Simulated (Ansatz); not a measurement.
# InH2Cl (SMILES [H][In]([H])[Cl]) at 6 levels

Wanted: a comparison of 6 runs (BLYP/STO-3G, CAM-B3LYP/STO-3G, UPBE0/STO-3G, r2SCAN0/STO-3G, CCSDTQ/STO-3G, FCI/STO-3G) of InH2Cl. 

The calculation is run with Ansatz 0.2.0.

56 further runs of the same task are left out: 2 that didn't finish, 54 set aside as unsound or not needed.

## 1. Starting point

InH2Cl has 4 atoms, charge 0, and is taken as a singlet. As SMILES, `[H][In]([H])[Cl]`. The H2–In1 distance was set to 2.569 Å, away from the relaxed value. At this shape a bond of the SMILES string is far longer than usual.

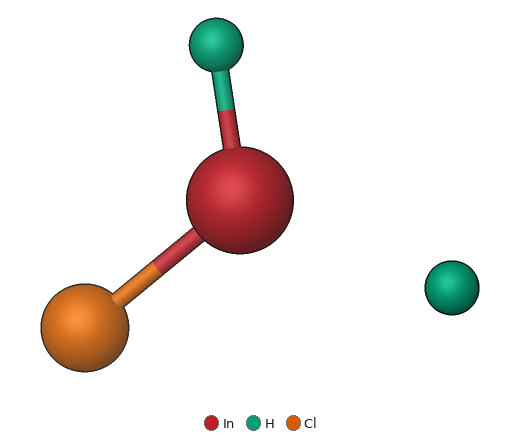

Viewed from a chosen angle; indium red, hydrogen teal, chlorine orange.

## 2. A single-point energy at BLYP/STO-3G (run 1)

Input file run.yaml:

```yaml
crystal:
  periodic: [false, false, false]
  atoms:
    - {symbol: In, position_ang: [-0.786211, 0.126085, -0.006240]}
    - {symbol: H, position_ang: [1.783010, 0.101380, 0.011370]}
    - {symbol: H, position_ang: [-1.611501, 1.626715, -0.025740]}
    - {symbol: Cl, position_ang: [-1.954561, -1.829485, 0.003000]}
basis:
  gaussian: {orbitals: STO-3G}
magnetization: {spin_polarized: false}
hamiltonian: {xc: {name: BLYP}}
accuracy: high
```

Started as:

```sh
$ ansatz run run.yaml --threads 1 --pin off --max-ram 2610MiB --events-out events.jsonl --progress --plain --runs-dir runs
```

What it wrote:

```text
Warning: RAYON_NUM_THREADS=1 ignored (pool sized by the plan → 1); use --threads N
Functional definition: BLYP
  name "BLYP"
  parameter beta = 0.0042
  parameter a = 0.04918
  parameter b = 0.132
  parameter c = 0.2533
  parameter d = 0.349
  exchange = b88_x(beta = beta)
  correlation = lyp_c(a = a, b = b, c = c, d = d)
691 factors; integrals over basis functions are off by at most 4.1e-9 eV
mean field evaluation 1: about -167093.7884 eV, gradient 4.9e1 eV
mean field evaluation 2: about -167078.5131 eV, gradient 6.3e1 eV
mean field evaluation 4: about -167104.4153 eV, gradient 1.0e1 eV
mean field evaluation 8: about -167105.2209 eV, gradient 3.1e-2 eV
mean field evaluation 16: about -167105.1583 eV, gradient 6.7e-6 eV
mean field -167105.15826281 eV, -6141.0012982140 hartree, gradient 3.3e-8 eV, S^2 0.000000; 0 other end points of the search recorded, 0 dependent functions left out
reference -167105.15830195 eV, -6141.0012996523 hartree; 34, 34 occupied and 4, 4 virtual orbitals, 691 factors
Total energy: -167105.15830195 eV, -6141.0012996523 hartree
```

It took 2 s on 1 thread of Arm Neoverse V1, shared host; peak memory 0.1 GiB.

## 3. The energy at CAM-B3LYP/STO-3G (run 2)

Input file input.yaml:

```yaml
crystal:
  periodic: [false, false, false]
  atoms:
    - {symbol: In, position_ang: [-0.786211, 0.126085, -0.006240]}
    - {symbol: H, position_ang: [1.783010, 0.101380, 0.011370]}
    - {symbol: H, position_ang: [-1.611501, 1.626715, -0.025740]}
    - {symbol: Cl, position_ang: [-1.954561, -1.829485, 0.003000]}
basis:
  gaussian: {orbitals: STO-3G}
hamiltonian: {xc: {name: CAM-B3LYP}}
accuracy: high
```

Started as:

```sh
$ ansatz run input.yaml --threads 1 --pin off --max-ram 2610MiB --events-out events.jsonl --progress --plain --runs-dir runs
```

What it wrote:

```text
Warning: RAYON_NUM_THREADS=1 ignored (pool sized by the plan → 1); use --threads N
Functional definition: CAM-B3LYP
  name "CAM-B3LYP"
  parameter alpha = 0.19
  parameter beta = 0.46
  parameter omega = 0.33/bohr
  parameter ac = 0.81
  exchange = (1 - alpha - beta)*b88_x + beta*b88_x_sr(omega) + alpha*exact_x + beta*exact_x_lr(omega)
  correlation = (1 - ac)*vwn5_c + ac*lyp_c
691 factors; integrals over basis functions are off by at most 4.1e-9 eV
158 factors; integrals over basis functions are off by at most 1.0e-9 eV
mean field evaluation 1: about -167112.4157 eV, gradient 1.8e1 eV
mean field evaluation 2: about -167113.3398 eV, gradient 1.4e1 eV
mean field evaluation 4: about -167114.6861 eV, gradient 3.4e-1 eV
mean field evaluation 8: about -167114.6349 eV, gradient 4.1e-3 eV
mean field evaluation 16: about -167114.6349 eV, gradient 1.6e-7 eV
mean field -167114.63488375 eV, -6141.3495576100 hartree, gradient 1.3e-8 eV, S^2 0.000000; 0 other end points of the search recorded, 0 dependent functions left out
reference -167114.63489770 eV, -6141.3495581227 hartree; 34, 34 occupied and 4, 4 virtual orbitals, 691 factors
Total energy: -167114.63489770 eV, -6141.3495581227 hartree
```

Wall time 2.6 s (1 thread of Arm Neoverse V1, shared host); peak memory 0.13 GiB.

Runs 3 to 5 aren't shown in full; the table further down has their settings and results.

## 4. The energy at FCI/STO-3G (run 6)

Input file in.yaml:

```yaml
crystal:
  periodic: [false, false, false]
  atoms:
    - {symbol: In, position_ang: [-0.786211, 0.126085, -0.006240]}
    - {symbol: H, position_ang: [1.783010, 0.101380, 0.011370]}
    - {symbol: H, position_ang: [-1.611501, 1.626715, -0.025740]}
    - {symbol: Cl, position_ang: [-1.954561, -1.829485, 0.003000]}
basis:
  gaussian:
    orbitals: STO-3G
accuracy: high
correlation:
  method: fci
  frozen_orbitals: {Cl: 5, H: 0, In: 18}
```

Started as:

```sh
$ ansatz run in.yaml --threads 1 --pin off --max-ram 2610MiB --events-out events.jsonl --progress --plain --runs-dir runs
```

What it wrote:

```text
Warning: RAYON_NUM_THREADS=1 ignored (pool sized by the plan → 1); use --threads N
Functional definition: HF
  name "HF"
  exchange = exact_x
  correlation = 0
691 factors; integrals over basis functions are off by at most 4.1e-9 eV
mean field evaluation 1: about -167037.0656 eV, gradient 1.4e1 eV
mean field evaluation 2: about -167037.0736 eV, gradient 1.4e1 eV
mean field evaluation 4: about -167038.6527 eV, gradient 8.4e-1 eV
mean field evaluation 8: about -167038.6567 eV, gradient 1.1e-4 eV
mean field -167038.65670909 eV, -6138.5574111911 hartree, gradient 2.7e-8 eV, S^2 0.000000; 0 other end points of the search recorded, 0 dependent functions left out; unrestricted orbitals would lower it
mean field evaluation 16: about -167039.2230 eV, gradient 1.1e-1 eV
23 core orbitals not correlated: weight in the atoms' cores, before any rotation towards them, 1.000 or more for the frozen orbitals, at most 0.000 for the correlated occupied ones
reference -167038.65670909 eV, -6138.5574111911 hartree; 11, 11 occupied and 4, 4 virtual orbitals, 691 factors
state -167040.94666433 eV, -6138.6415654937 hartree
Total energy: -167040.94666433 eV, -6138.6415654937 hartree
```

Wall time 6.9 s (1 thread of Arm Neoverse V1, shared host); peak memory 0.21 GiB.

## 5. The series

| run | level | frozen core orbitals | energy (Eh) | wall time |
| --- | --- | --- | --- | --- |
| 1 | BLYP/STO-3G | – | -6141.001300 | 2 s |
| 2 | CAM-B3LYP/STO-3G | – | -6141.349558 | 2.6 s |
| 3 | UPBE0/STO-3G | – | -6140.781272 | 3.9 s |
| 4 | r2SCAN0/STO-3G | – | -6141.486191 | 6 s |
| 5 | CCSDTQ/STO-3G | 23 | -6138.641567 | 15 s |
| 6 | FCI/STO-3G | 23 | -6138.641565 | 6.9 s |

## 6. Results

| quantity | value |
| --- | --- |
| run 6: total energy | -6138.64157 Eh |
| run 6: correlation energy (23 core orbitals frozen) | -84.2 mEh |

**Reading.** Against full CI in this basis: CCSDTQ -0.0 mEh. Totals of different functionals can't be ranked against each other. In run 5 the log says that unrestricted orbitals would lower the reference, so the values rest on an unstable closed-shell determinant (other closed-shell runs at this shape may share the fault). In runs 1, 2, 3, 4, 5, 6 the basis is minimal, so the values are rough. In runs 1, 2, 3, 4, 5, 6 relativity is left out where basis or elements ask for it. All runs together took 37 s, the longest 15 s.
